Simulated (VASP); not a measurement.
Given:

```yaml
crystal:
  lattice:
    - [3.99870, 0.00000, 0.00000]
    - [0.00000, 3.99870, 0.00000]
    - [0.00000, 0.00000, 4.45922]
  atoms:
    - { symbol: Ba, position: [0.00000, 0.00000, 0.02748] }
    - { symbol: Ti, position: [0.50000, 0.50000, 0.54028] }
    - { symbol: O, position: [0.50000, 0.50000, 0.94267] }
    - { symbol: O, position: [0.00000, 0.50000, 0.47679] }
    - { symbol: O, position: [0.50000, 0.00000, 0.47679] }
```

All values below come from RPBE GGA, VASP's PBE PAW potentials (set 64) (plane waves; VASP). Settings: 520 eV cut-off, 6×6×6 Γ-centred mesh, tetrahedra with Blöchl corrections, potentials Ba_sv Ti_sv O.

Unless said otherwise, spin-orbit coupling is left out, though it shifts the bands of the heavy elements here.

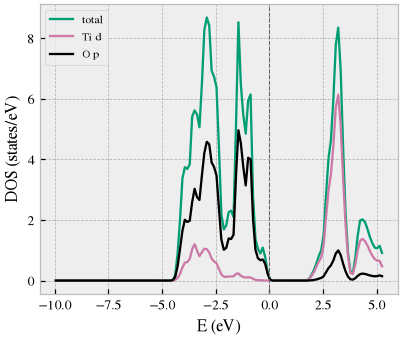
*Total and projected density of states, zero at the valence-band maximum*

Within 2 eV below the valence-band maximum the largest weight inside VASP's projection spheres is O p.

The gap is indirect, 1.79 eV, from the valence maximum at A to the conduction minimum at Γ.

The compound is BaTiO3 in the tetragonal perovskite structure. It was relaxed first, which changed the volume by +11 %.
